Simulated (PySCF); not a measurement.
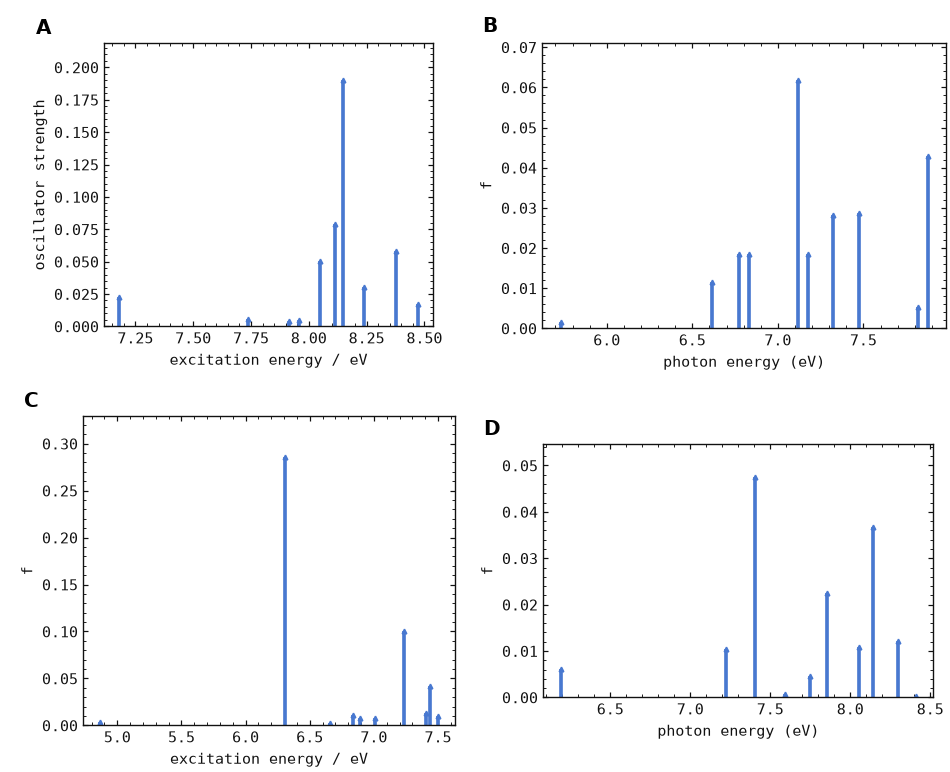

Vertical TDDFT excitations, CAM-B3LYP/def2-SVPD, PySCF 2.14.0, at a PBE0-D3(BJ)/def2-SVP geometry (no frequency check), gas phase. Each panel shows the lowest singlet states that were computed.

**Assign the panels.**
1. C₂H₁₁NSi₂, SMILES CN[SiH2][SiH2]C
2. C₂H₁₁NSi₂, SMILES CC[SiH2]N[SiH3]
3. C₃H₁₂GeOSi, SMILES COC[SiH2][CH2][GeH3], singlet
4. C₅H₉GeN, SMILES C=N[C@@H]1C=C[CH2][GeH2]1, singlet

A: 3 (S1 at 7.18 eV, brightest at 8.15 eV)
B: 1 (S1 at 5.73 eV, brightest at 7.12 eV)
C: 4 (S1 at 4.87 eV, brightest at 6.31 eV)
D: 2 (S1 at 6.19 eV, brightest at 7.41 eV)

Caveats, for all or some of the runs: core orbitals are frozen in the response; one conformer of a flexible molecule.
